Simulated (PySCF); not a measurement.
C₁₀H₇ClSe, SMILES c1(c(cccc1)Cl)-c1ccc[se]1 at its GFN2-xTB optimised geometry (Å):

```
19

Cl    -2.5903    -0.8812     0.0244
C     -1.7144     0.6055     0.0000
C     -2.4515     1.7780    -0.0148
C     -1.8113     3.0019    -0.0242
C     -0.4261     3.0387    -0.0130
C      0.3006     1.8679     0.0000
C     -0.3128     0.6055     0.0000
C      0.5026    -0.5956     0.0026
C      1.8736    -0.6397    -0.0968
C      2.4627    -1.9174    -0.0489
C      1.5828    -2.9414     0.0961
Se    -0.1632    -2.3548     0.1692
H     -3.5283     1.7189    -0.0172
H     -2.3867     3.9143    -0.0356
H      0.0912     3.9862    -0.0125
H      1.3762     1.9288     0.0168
H      2.4832     0.2393    -0.2158
H      3.5283    -2.0592    -0.1219
H      1.8283    -3.9862     0.1530
```

Level of theory: CAM-B3LYP/def2-SVP (PySCF 2.14.0).

Map of the Laplacian of the electron density (e/bohr⁵) on the plane z = 1.0 Å:

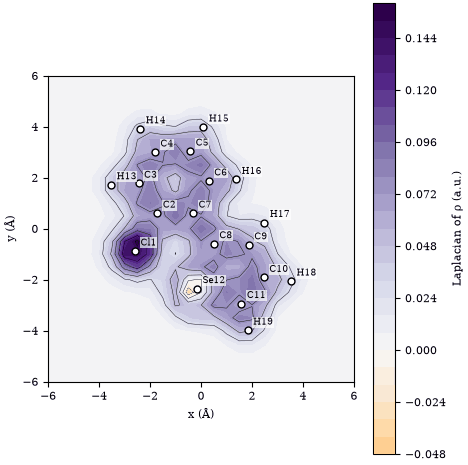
Laplacian of the electron density (e/bohr⁵) on the plane z = 1.0 Å.
